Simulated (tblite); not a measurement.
# CH5AlClGeO4: the cost of one run

Computed with tblite 0.8.0 and PySCF 2.14.0; each step states its level. No surroundings beyond the atoms listed, unless a continuum is named. Atoms count from 0, parts from 1.

## 1. Starting point

13 atoms, charge 0, multiplicity 2; geometry: distance geometry start.

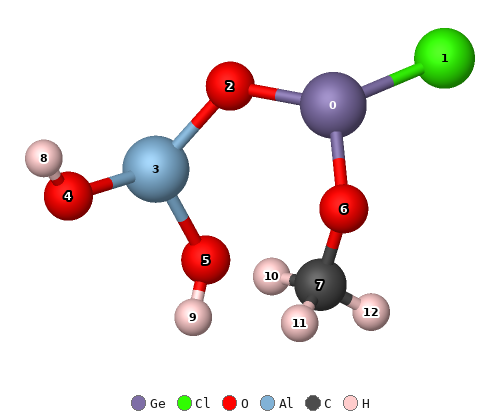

The starting geometry (germanium purple, chlorine green, oxygen red, aluminium light blue, carbon dark grey, hydrogen pink), atoms numbered.

## 2. Relaxing the cluster with GFN2-xTB

The job: settings as JSON, then the geometry in Å.

```
{"job": {"kind": "relax", "xc": "GFN2-xTB", "basis": "xTB"}, "charge": 0, "multiplicity": 2}
Ge     1.133410     0.483419    -0.897673
Cl     2.319792     2.281014    -0.388980
O      1.452558    -1.020855     0.150926
Al     0.194197    -1.869344     1.248776
O     -0.663235    -3.361114     0.514905
O     -0.888201    -0.716251     2.261725
O     -0.652060     0.752087    -1.383870
C     -1.726208     0.669358    -0.533288
H     -0.280808    -3.942138    -0.127070
H     -1.827940    -0.794912     2.361211
H     -1.511237     0.013166     0.257519
H     -2.546616     0.307071    -1.063895
H     -1.942964     1.602567    -0.164443
```

Level: GFN2-xTB geometry optimisation, gas phase.

Started as:

```
> OMP_NUM_THREADS=1 python cluster_run.py task.json out
```

This one command runs all jobs of the session in turn.

Q: Estimate the wall time of this first job on 1 thread of Intel Xeon Platinum 8259CL at 2.50GHz, shared host.

About 5 s.
